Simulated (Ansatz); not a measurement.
## Electronic structure of H13Si5···I in real space

```xyz
19

Si    0.9335   -1.8109    0.8804
I     3.4918   -0.6453   -0.3781
H     1.2906   -0.3793    0.1350
Si   -0.2152    0.3444   -0.1112
Si    0.9962    2.1672   -0.9630
Si   -1.4250    0.7878    1.8449
Si   -1.3270   -0.8812   -1.7647
H    -0.4955   -1.9512    1.3349
H     1.1461   -2.8518   -0.1387
H     1.7417   -1.7527    2.1092
H    -0.0428    3.2148   -1.1888
H     1.6335    1.8143   -2.2502
H     1.9612    2.6425    0.0537
H    -2.5844   -0.1334    1.9434
H    -0.5230    0.5946    3.0096
H    -1.8989    2.1961    1.8070
H    -0.3469   -1.2804   -2.8046
H    -1.9691   -2.0775   -1.1631
H    -2.3669    0.0019   -2.3557
```

A transition-state structure; geometry: PBE0-D4/def2-TZVP; core potentials replace the inner electrons of I.

Computed with RKS PBE0-D4/def2-TZVPP (Ansatz).

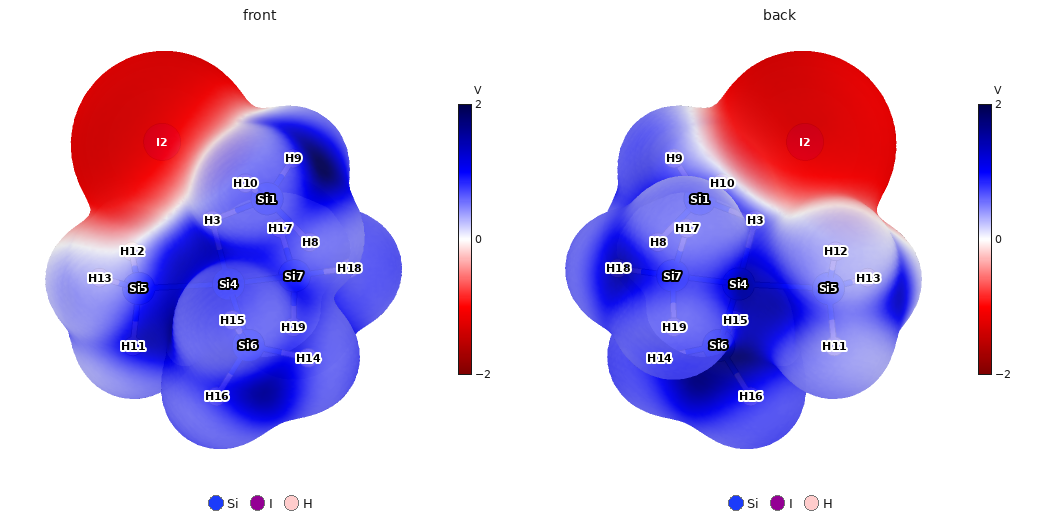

Figure 1. The molecular electrostatic potential painted on the density surface at 0.002 e/bohr³, seen from the front and from behind; red is negative and blue positive.

**Describe the electrostatic potential map.**

The most negative region (about −1.3 V) lies over I2, the most positive (about +1.8 V) over Si1, Si4 and Si6.

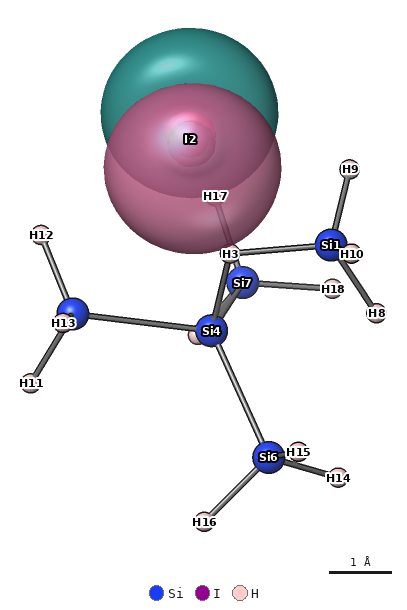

Figure 2. One frontier orbital at ±0.1 Å⁻³ᐟ² (teal and pink are the two phases), seen across its widest extent.

**Which orbital is it: HOMO or LUMO?**

The HOMO, at −6.30 eV. It lies mainly on I2 (about 95 %); largely a lone pair of I2.

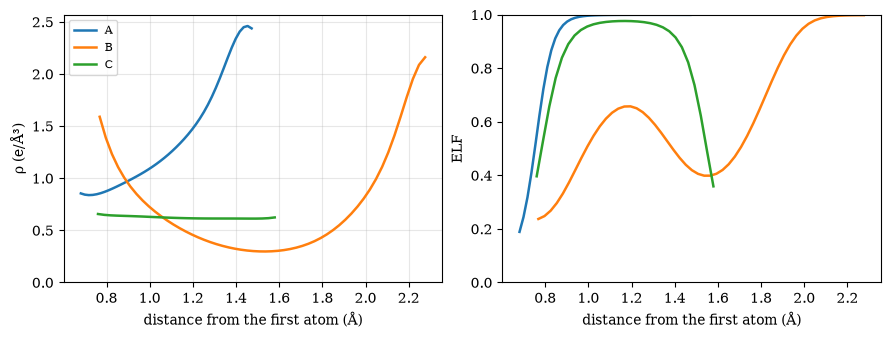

Figure 3. Electron density and electron localisation function along straight lines between neighbouring atoms. The curves leave out the atomic cores.

**Which curve belongs to which contact (I–H, Si–H and Si–Si)? The first atom named is at distance zero.**

Curve A: Si–H (1.47 Å): ρ at the midpoint is about 0.84 e/Å³; the ELF climbs to about 1 towards the hydrogen, as it does in any bond to H. Curve B: I2···H3 (2.28 Å): the density falls to about 0.3 e/Å³ on the way; the ELF climbs to about 1 towards the hydrogen. Curve C: Si–Si (2.34 Å): ρ is about 0.62 e/Å³ halfway; the ELF peaks at about 1 between the atoms: a shared electron pair.

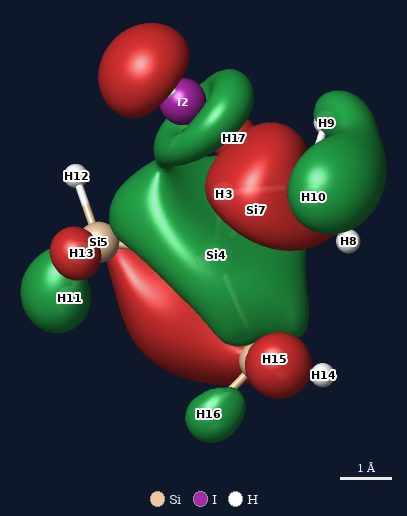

Figure 4. One frontier orbital at ±0.06 Å⁻³ᐟ² (green and red are the two phases), seen across its widest extent.

**Which orbital is it: HOMO or LUMO?**

The LUMO, at −2.14 eV. Its weight (Hirshfeld) is mainly on Si4 (about 30 %), Si1 (about 15 %), I2 (about 10 %), Si6 (about 10 %), Si7 (about 10 %) and Si5 (about 5 %).
